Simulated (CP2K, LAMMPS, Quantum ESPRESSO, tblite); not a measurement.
# Amorphous 83SiO2-17PbO (mol %) (150 atoms): one structure in several programs

Aim: run amorphous 83SiO2-17PbO (mol %) (150 atoms) in several programs and set results and cost side by side. A plane-wave run serves as the reference.

Method: Kohn-Sham DFT, PBE, SSSP efficiency 1.3.0 pseudopotentials, plane waves, in Quantum ESPRESSO 7.5.

## 1. The starting structure

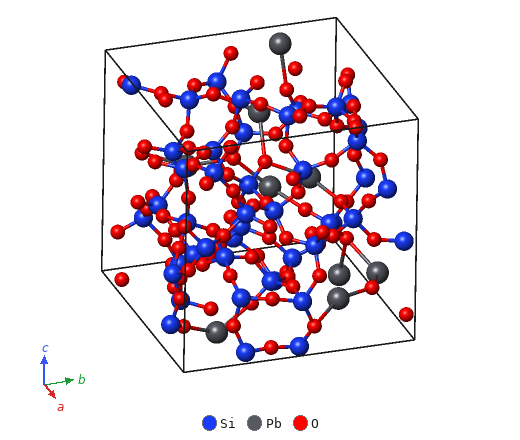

The starting structure, seen slightly off an axis (silicon blue, lead dark grey, oxygen red). Bonds to atoms that aren't drawn are left out. Some periodic images of atoms are drawn too.

The cell holds 150 atoms: 44 Si, 9 Pb and 97 O. Cell: a = 12.944 Å, b = 12.944 Å, c = 12.944 Å, α = 90.0°, β = 90.0°, γ = 90.0°. 150 atoms (44 Si, 9 Sr, 97 O) placed at random at 2.63 g/cm³, melted at 5000 K for 10 ps at fixed volume with the Morse and Coulomb pair potential with partial charges (Pedone, Malavasi, Menziani, Cormack and Segre, J. Phys. Chem. B 110, 11780 (2006)). Quenched from 5000 K to 300 K at 50 K/ps and fixed volume, held 10 ps at zero pressure, then minimised at fixed cell. Then Sr was replaced by Pb and the cell scaled by 1.008 (the potential has no terms for the new elements, so the cell is a start for a DFT relaxation).

## 2. Reference: Quantum ESPRESSO, plane waves

pw.in

```
&control
  calculation = 'scf'
  pseudo_dir = './pseudo'
  outdir = './tmp'
  disk_io = 'none'
  tprnfor = .true.
  tstress = .true.
/
&system
  ibrav = 0
  nat = 150
  ntyp = 3
  ecutwfc = 60
  ecutrho = 480
  nosym = .true.
  occupations = 'smearing'
  smearing = 'fd'
  degauss = 0.003675
/
&electrons
  conv_thr = 7.5e-07
  electron_maxstep = 100
  mixing_beta = 0.4
  mixing_mode = 'plain'
  diagonalization = 'david'
/
ATOMIC_SPECIES
Si 28.085 Si.upf
Pb 207.200 Pb.upf
O 15.999 O.upf
CELL_PARAMETERS angstrom
12.94388 0.00000 0.00000
0.00000 12.94388 0.00000
0.00000 0.00000 12.94388
ATOMIC_POSITIONS crystal
Si 0.70615 0.27721 0.34565
Si 0.82718 0.00327 0.13705
Si 0.42606 0.18984 0.03425
Si 0.85075 0.00121 0.37817
Si 0.98544 0.09353 0.54492
Si 0.94025 0.26650 0.26996
Si 0.73445 0.46989 0.22129
Si 0.11313 0.56518 0.59477
Si 0.38092 0.61144 0.03983
Si 0.42918 0.44605 0.33310
Si 0.89694 0.15582 0.83396
Si 0.02828 0.47620 0.79901
[... 134 atom lines left out ...]
O 0.31235 0.47226 0.29100
O 0.95716 0.02969 0.43885
O 0.65949 0.57086 0.19256
O 0.45703 0.53515 0.62539
K_POINTS gamma
```

The run is started by

```sh
$ OMP_NUM_THREADS=1 pw.x -in pw.in > output.txt
```

Numbers of over 12 decimals in the logs are rounded to 6 here.

The program printed:

```text
Program PWSCF
     gamma-point specific algorithms are used
     sticks:   dense  smooth     PW     G-vecs:    dense   smooth      PW
     Sum       22869   11441   2869              2598879   918921  115121
     bravais-lattice index     =            0
     lattice parameter (alat)  =      24.4604  a.u.
     unit-cell volume          =   14634.9093 (a.u.)^3
     number of atoms/cell      =          150
     number of atomic types    =            3
     number of electrons       =       884.00
     number of Kohn-Sham states=          530
     kinetic-energy cutoff     =      60.0000  Ry
     charge density cutoff     =     480.0000  Ry
     scf convergence threshold =      7.5E-07
     mixing beta               =       0.4000
[... lines left out ...]
     number of k points=     1  Fermi-Dirac smearing, width (Ry)=  0.0037
[... lines left out ...]
     total energy              =  -12381.97646936 Ry
[... lines left out ...]
     total energy              =  -12391.87495556 Ry
[... lines left out ...]
     total energy              =  -12392.13214443 Ry
[... lines left out ...]
     c_bands:  2 eigenvalues not converged
[... lines left out ...]
     total energy              =  -12392.21465049 Ry
[... lines left out ...]
     total energy              =  -12392.21465261 Ry
[... lines left out ...]
   -16.8548 -16.7499 -16.5712 -16.5296 -16.4718 -16.4394 -16.3363 -16.3167
   -16.2014 -16.1738 -16.1373 -16.0774 -16.0331 -16.0095 -15.9672 -15.8676
   -15.8556 -15.8411 -15.8293 -15.7263 -15.6696 -15.5926 -15.5464 -15.4874
[...]
11.9993  12.0427  12.0624  12.0853  12.1104  12.1497  12.1708  12.2041
    12.2613  12.2704  12.3094  12.3372  12.3558  12.4029  12.4219  12.4432
    12.4561  12.4876
     the Fermi energy is     5.3826 ev
!    total energy              =  -12392.21465315 Ry
     estimated scf accuracy    <       0.00000042 Ry
     smearing contrib. (-TS)   =      -0.00000000 Ry
     internal energy E=F+TS    =  -12392.21465315 Ry
     The total energy is F=E-TS. E is the sum of the following terms:
     one-electron contribution =   -2445.56168391 Ry
     hartree contribution      =    1735.82267809 Ry
     xc contribution           =   -1408.98763163 Ry
     ewald contribution        =   -2796.14588934 Ry
     one-center paw contrib.   =   -7477.34212637 Ry
     convergence has been achieved in  12 iterations
     Forces acting on atoms (cartesian axes, Ry/au):
     atom    1 type  1   force =    -0.01248426    0.01788955   -0.02450038
     atom    2 type  1   force =     0.05879675   -0.01784514    0.05910765
     atom    3 type  1   force =    -0.01397347    0.06066468    0.04390590
[...]
atom  149 type  3   force =     0.01255553    0.03375722   -0.00869797
     atom  150 type  3   force =    -0.01490496    0.04337174    0.01790363
     Total force =     0.740172     Total SCF correction =     0.001000
     Computing stress (Cartesian axis) and pressure
          total   stress  (Ry/bohr**3)                   (kbar)     P=       10.60
   0.00001738   0.00003360  -0.00001784            2.56        4.94       -2.62
   0.00003360   0.00007679   0.00006674            4.94       11.30        9.82
  -0.00001784   0.00006674   0.00012211           -2.62        9.82       17.96
     Message from routine punch:
     Nothing written, as per user request (disk_io='none')
```

Elapsed: 53 min, on 1 thread of Arm Neoverse V2, shared host; peak memory 9.1 GiB.

Banners, paths, timers and routine set-up lines are dropped from the logs unmarked, and long logs keep their key lines alone; longer cuts are marked.

Numbers from this run:

| Item | Value |
| --- | --- |
| r.m.s. force component | 0.8971 eV/Å |
| longest force | 3.839 eV/Å |
| pressure | 1.061 GPa |
| gap (highest filled to lowest empty level) | 1.931 eV |

## 3. Local order

Density 3.56 g/cm³, 14.46 Å³ an atom.

g(r), total and by pair (bins of 0.2 Å):

```tsv
r (Å)	total	O-O	O-Si	O-Pb	Si-Si	Si-Pb	Pb-Pb
1.50	0.84	0.00	2.23	0.00	0.00	0.00	0.00
1.70	4.25	0.00	11.21	0.00	0.00	0.00	0.00
1.90	0.02	0.00	0.05	0.00	0.00	0.00	0.00
2.10	0.00	0.00	0.00	0.00	0.00	0.00	0.00
2.30	0.01	0.00	0.00	0.17	0.00	0.00	0.00
2.50	1.21	2.47	0.00	2.21	0.00	0.00	0.00
2.70	1.91	4.24	0.00	1.74	0.00	0.00	0.00
2.90	0.53	0.68	0.07	2.01	0.81	0.00	0.00
3.10	0.87	0.69	0.27	0.72	4.79	0.22	0.00
3.30	0.85	0.80	0.78	0.55	1.69	0.79	1.93
3.50	0.82	0.72	1.09	0.33	0.07	2.12	0.00
3.70	1.08	0.56	1.70	1.08	0.26	2.74	0.00
3.90	1.04	0.60	1.60	0.65	0.53	2.29	2.69
4.10	1.15	0.57	1.82	0.95	1.11	1.18	1.25
4.30	1.27	0.92	1.82	1.01	0.88	1.06	2.25
4.50	0.91	0.82	0.86	1.16	1.58	0.54	0.00
4.70	1.03	1.31	0.59	1.47	1.05	1.10	2.86
4.90	1.16	1.65	0.61	1.45	1.27	0.64	0.00
5.10	1.15	1.68	0.65	1.14	1.04	0.84	0.00
5.30	1.04	1.21	0.85	1.05	1.08	0.77	2.21
5.50	0.82	0.81	0.79	0.75	1.07	0.86	0.70
5.70	0.91	0.77	1.06	0.92	0.90	0.86	0.66
5.90	0.97	0.83	1.15	0.71	1.23	0.81	0.00
6.10	0.94	0.72	1.21	0.77	0.67	1.64	0.57
6.30	0.96	0.83	1.19	1.00	0.58	1.11	0.54
```

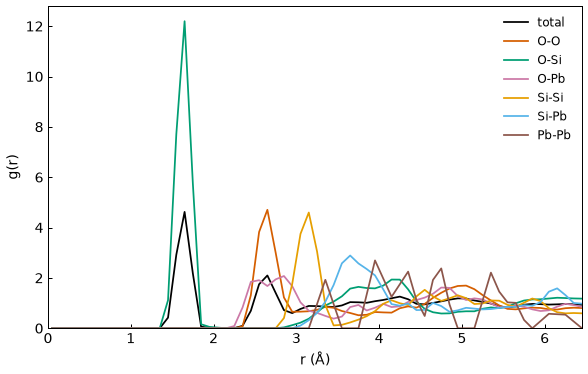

Pair distribution functions, lightly smoothed.

Bonds by pair of elements; cutoffs follow the first minimum of g(r), held within bounds set by covalent radii, and pairs that aren't listed don't count as bonded (cutoffs were set anew for this text, so counts can differ from the run's own analysis):

```tsv
pair A-B	cutoff (Å)	bonds	mean length (Å)	spread (Å)	shortest (Å)	B about A	A about B
O-Si	2.16	177	1.63	0.04	1.54	1.82	4.02
O-Pb	2.62	16	2.50	0.057	2.39	0.165	1.78
```

The cutoff for O-Pb falls short of the minimum of g(r), so counts run low and odd coordinations can be artefacts.

How many atoms have how many bonded neighbours:

```tsv
element	mean	0	1	2	3	4	5
O	1.99	0	4	90	3	0	0
Pb	1.78	1	3	3	1	1	0
Si	4.02	0	0	0	0	43	1
```

Rings of the network by King's shortest-path rule, up to 12 atoms, one path for each pair of neighbours; H, halogens, alkali and alkaline-earth atoms are left out, and the last column divides by all other atoms, bonded or not:

```tsv
ring size (atoms)	rings	per network atom
4	1	0.007
6	1	0.007
8	9	0.06
10	15	0.1
12	20	0.133
```

## 4. The ladder

The programs:
- CP2K 2026.2: Gaussian basis with GTH pseudopotentials and a plane-wave density; labels give functional, basis (MOLOPT sets; SR short-range, UZH the newer set with its own potentials), grid cutoff/relative cutoff and solver (OT: orbital transformation; TRS4, TC2, SIGN: linear-scaling purification with its sparsity filter), or its built-in tight binding.
- tblite 0.8.0: extended tight binding, driven from Python.

All use the same cell and atoms; the electronic-structure runs use the same k-mesh, and an electronic temperature of 580 K (0.05 eV) where levels are smeared.

Differences are against the plane-wave reference, forces as r.m.s. over components; share is that over the reference's r.m.s. force, slope the least-squares factor from reference forces to these. Total energies of different programs have different zeros and aren't compared.

```tsv
run	Δ force, r.m.s. (meV/Å)	share (%)	slope	Δ pressure (GPa)	Δ gap (eV)	cores	CPU time	memory (GiB)
reference	-	-	-	-	-	1	53 min	9.1
CP2K GFN1-xTB, OT DIIS	491	54.8	0.849	0.095	-	2	14 s	0.5
CP2K PBE, DZVP-MOLOPT (SR for Pb), 600/50 Ry, OT CG	104	11.6	0.950	-0.690	-0.141	4	50 min	4.7
CP2K PBE, DZVP-MOLOPT-SR, 210/50 Ry, OT CG (coarse)	175	19.5	0.979	0.220	-0.148	2	15 min	1.2
CP2K PBE, DZVP-MOLOPT-SR, 600/20 Ry, OT CG (coarse)	131	14.6	0.972	0.624	-0.148	4	13 min	4.6
CP2K PBE, DZVP-MOLOPT-SR, 600/50 Ry, diagonalisation	99.1	11.0	0.982	-0.107	-0.149	4	8.9 min	7.6
CP2K PBE, SZV-MOLOPT-SR, 600/50 Ry, OT CG (coarse)	1051	117	1.713	19.7	-0.846	2	13 min	2.7
tblite GFN1-xTB	545	60.7	0.572	3.40	-	1	7.7 s	0.18
```

Rows marked coarse were listed beforehand as settings not expected to be converged; some can still land near the reference.

CPU time is summed over cores on a shared host, where runs went side by side, so it is rough. Symmetry, cutoffs, thresholds, outputs and thread counts weren't matched or tuned between programs; memory under MPI is the largest rank's times the ranks.

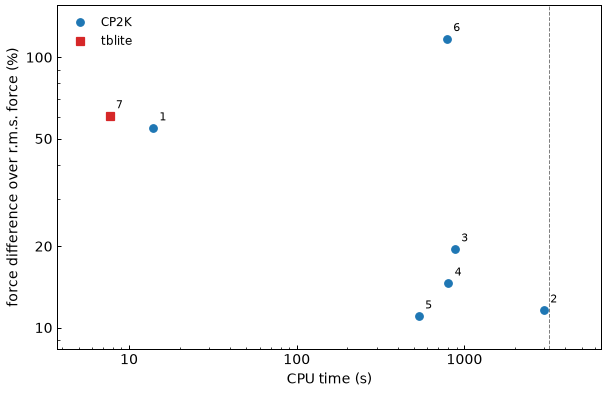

Force difference against CPU time; the dashed line marks the reference's time. Points: 1 CP2K GFN1-xTB, OT DIIS; 2 CP2K PBE, DZVP-MOLOPT (SR for Pb), 600/50 Ry, OT CG; 3 CP2K PBE, DZVP-MOLOPT-SR, 210/50 Ry, OT CG; 4 CP2K PBE, DZVP-MOLOPT-SR, 600/20 Ry, OT CG; 5 CP2K PBE, DZVP-MOLOPT-SR, 600/50 Ry, diagonalisation; 6 CP2K PBE, SZV-MOLOPT-SR, 600/50 Ry, OT CG; 7 tblite GFN1-xTB.

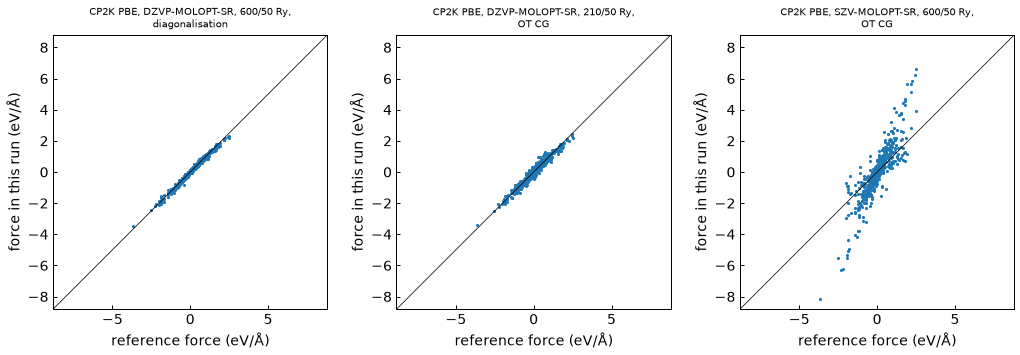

Force components against those of the reference; the line marks equality.

Mean charges by element (e), by run and scheme:

```tsv
run	scheme	Si	Pb	O
CP2K GFN1-xTB, OT DIIS	Mulliken	+0.89	+1.00	-0.50
CP2K PBE, DZVP-MOLOPT (SR for Pb), 600/50 Ry, OT CG	Mulliken	+1.22	+1.14	-0.66
CP2K PBE, DZVP-MOLOPT (SR for Pb), 600/50 Ry, OT CG	Hirshfeld	+0.52	+0.73	-0.30
CP2K PBE, DZVP-MOLOPT-SR, 600/50 Ry, diagonalisation	Mulliken	+0.85	+1.23	-0.50
CP2K PBE, DZVP-MOLOPT-SR, 600/50 Ry, diagonalisation	Hirshfeld	+0.51	+0.73	-0.30
tblite GFN1-xTB	Mulliken	+0.44	+0.81	-0.28
```

Within one program, basis, potentials and functional, energies share a zero. Each run against its twin at the usual cutoff or grid and solver:

```tsv
run	twin	Δ energy (meV/atom)	Δ force, r.m.s. (meV/Å)	CPU time over the twin's
CP2K PBE, DZVP-MOLOPT-SR, 210/50 Ry, OT CG	DZVP-MOLOPT-SR, 600/50 Ry, diagonalisation	-12.0	153	1.6 (this twin ran on 4 cores)
CP2K PBE, DZVP-MOLOPT-SR, 600/20 Ry, OT CG	DZVP-MOLOPT-SR, 600/50 Ry, diagonalisation	-12.3	86.4	1.5
```

## 5. Summary of results

* reference r.m.s. force component: 0.897 eV/Å
* nearest in forces: CP2K PBE, DZVP-MOLOPT-SR, 600/50 Ry, diagonalisation, 11 %
* farthest in forces: CP2K PBE, SZV-MOLOPT-SR, 600/50 Ry, OT CG (coarse), 117 %
* cheapest electronic-structure run beside the reference: tblite GFN1-xTB, 7.7 s of CPU time

In words: The PBE runs in local orbitals, coarse settings apart, differ by 11 % (CP2K PBE, DZVP-MOLOPT-SR, 600/50 Ry, diagonalisation) to 12 % (CP2K PBE, DZVP-MOLOPT (SR for Pb), 600/50 Ry, OT CG); basis, grid and potentials can all enter. Tight binding differs by 55 % (CP2K GFN1-xTB, OT DIIS) to 61 % (tblite GFN1-xTB); it is another model, with fitted parameters of its own, and the xTB methods hold dispersion. CP2K PBE, DZVP-MOLOPT (SR for Pb), 600/50 Ry, OT CG needed 74 SCF steps, so its time overstates the method's usual cost. Runs with settings chosen to be coarse differ by 15 % (CP2K PBE, DZVP-MOLOPT-SR, 600/20 Ry, OT CG) to 117 % (CP2K PBE, SZV-MOLOPT-SR, 600/50 Ry, OT CG), their programs' other errors included. Of the electronic-structure runs that take under half the reference's CPU time, CP2K PBE, DZVP-MOLOPT-SR, 600/50 Ry, diagonalisation comes nearest, at 11 % in 8.9 min against 53 min. At the same functional, gaps differ from the reference's 1.93 eV by between -0.85 and -0.14 eV. In pressure, CP2K PBE, SZV-MOLOPT-SR, 600/50 Ry, OT CG misses by +19.7 GPa, at the same functional. Charges hang on model, scheme and program or settings: among these rows the mean for Si runs from +0.44 to +1.22 e. In the reference: filled and empty levels are parted by 1.93 eV (on the run's k-points); a semilocal functional narrows such gaps, while the missing spin–orbit coupling widens them for these heavy elements, so the errors pull opposite ways. In a disordered cell it changes from sample to sample, and tail or defect levels can set it. In the reference: rings of 12 atoms are the most common (43 % of those counted); sizes run from 4 to 12, where the search stops. Periodic xTB results under one method name differ between programs and library versions. The potentials hold different valence shells: 884 electrons in the reference, 794 in CP2K with SZV-MOLOPT-SR; this bears on time and differences. The reference's pressure holds the uncorrected Pulay stress of its 60 Ry basis, so small pressure differences, and their order, may be the reference's own error. The quench rate of 50 K/ps is many orders above laboratory rates, so the cell is likely richer in defects and strain than a real sample. The network of bonds at the start is that of the classical potential that made the cell, and needn't be the one that DFT or experiment would give. The electronic-structure runs sample only Γ, in a cell whose shortest periodic width is 13 Å. Spin–orbit coupling is left out, which matters for the levels of the heavy elements.

[Also dropped from logs without a mark: logging warnings of Python, and SIESTA's first energy breakdown and zero terms.]

[Logs are printed without paths, hosts, clocks, repeated set-up lines and the standing remarks that a program may print on its own settings, such as how far it seeks lower states.]

[Hosts, paths, dates, database ids (printed as entryN), source tags and the programs' standing remarks are cut or masked in the printed files.]
